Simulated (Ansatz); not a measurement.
## Electronic structure of SiH4···CH4O in real space

The calculation's input:

```
crystal:
  periodic: [false, false, false]
  atoms:
    - { symbol: Si, position_ang: [0.228282, -0.322191, -0.468608] }
    - { symbol: O, position_ang: [0.12102, -0.022458, 2.411316] }
    - { symbol: C, position_ang: [-1.123813, -0.342196, 2.9998] }
    - { symbol: H, position_ang: [-1.732833, -0.978327, 2.346298] }
    - { symbol: H, position_ang: [-1.033432, -0.848237, 3.970869] }
    - { symbol: H, position_ang: [-1.66537, 0.595532, 3.149117] }
    - { symbol: H, position_ang: [1.341258, 0.200952, -1.311904] }
    - { symbol: H, position_ang: [-0.529336, 0.828525, 0.078377] }
    - { symbol: H, position_ang: [-0.720484, -1.102691, -1.320085] }
    - { symbol: H, position_ang: [0.814334, -1.284437, 0.477259] }
    - { symbol: H, position_ang: [0.625374, -0.856473, 2.283961] }
basis:
  gaussian: { orbitals: "6-31G*" }
hamiltonian:
  xc: pbe0
  dispersion: d4
relax:
  f_tol: 0.03
  max_steps: 50
output:
  orbitals: {}
```

Launched as:

```sh
ansatz run input.yaml --threads 1 --pin off --max-ram 2048MiB --backend cpu --events-out ev --progress --plain --runs-dir out
```

The fields are those of the run's last geometry, not of the input's.

The calculation used Ansatz 0.2.0, RKS PBE0-D4/6-31G*.

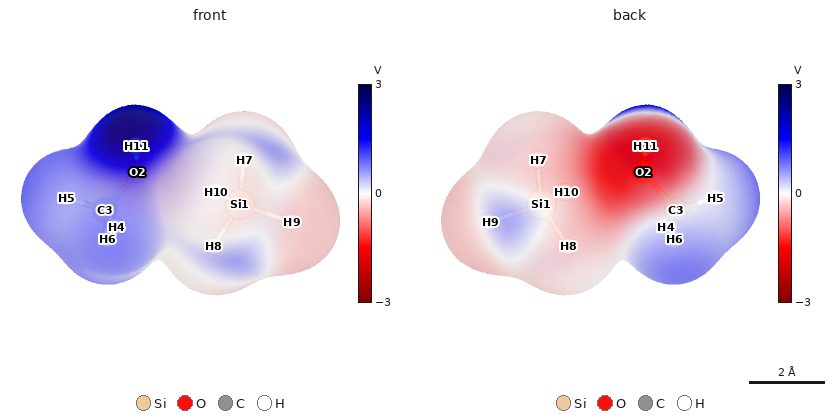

Figure 1. The electrostatic potential painted on the density surface at 0.002 e/bohr³, seen from the front and from behind; the colour scale runs from red (negative) to blue (positive).

Question: Which sites attract a positive test charge, and which a negative one?

Answer: A positive charge is drawn to the negative regions and a negative charge to the positive ones. The most negative region (about −1.6 V) lies over O2, the most positive (about +2.5 V) over H11. O2 is the likeliest acceptor of a hydrogen bond.

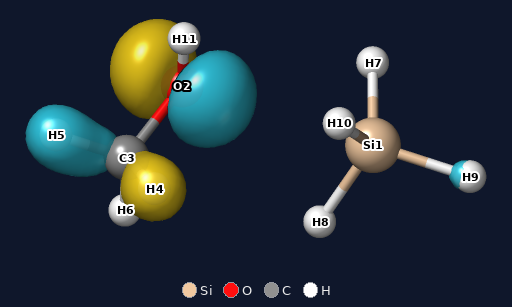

Figure 2. The HOMO at ±0.2 Å⁻³ᐟ² (yellow and cyan are the two phases), seen across its widest extent.

Question: Where does this orbital lie, and at what energy?

Answer: By Hirshfeld shares it lies mainly on O2 (about 60 %), C3 (about 10 %), H4 (about 5 %) and H5 (about 5 %). Its energy is −7.84 eV.

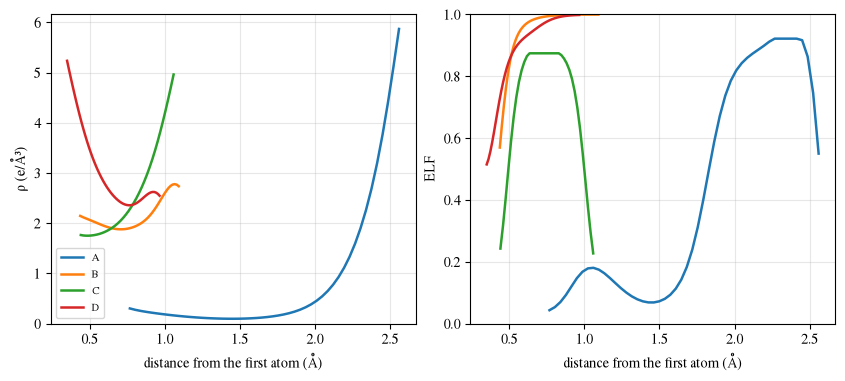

Figure 3. Total electron density and ELF along straight lines between neighbouring atoms. The curves leave out the atomic cores.

Question: Which curve belongs to which contact (C–H, C–O, O–H and Si–O)? The first atom named is at distance zero.

Answer: Curve A: Si1···O2 (2.92 Å): the density falls to about 0.1 e/Å³ on the way; the ELF is about 0.05 at the midpoint. Curve B: C–H (1.09 Å): the density is about 2 e/Å³ at the midpoint; the ELF climbs to about 1 towards the hydrogen, as it does in any bond to H (an ordinary covalent bond to hydrogen). Curve C: C–O (1.41 Å): the density is about 2 e/Å³ at the midpoint, with its minimum of 1.8 e/Å³ about 0.5 Å from C; the ELF peaks at about 0.85 between the atoms (a shared but strongly polarised pair). Curve D: O–H (0.97 Å): the density is about 3.6 e/Å³ at the midpoint; the ELF climbs to about 1 towards the hydrogen: an ordinary covalent bond to hydrogen.
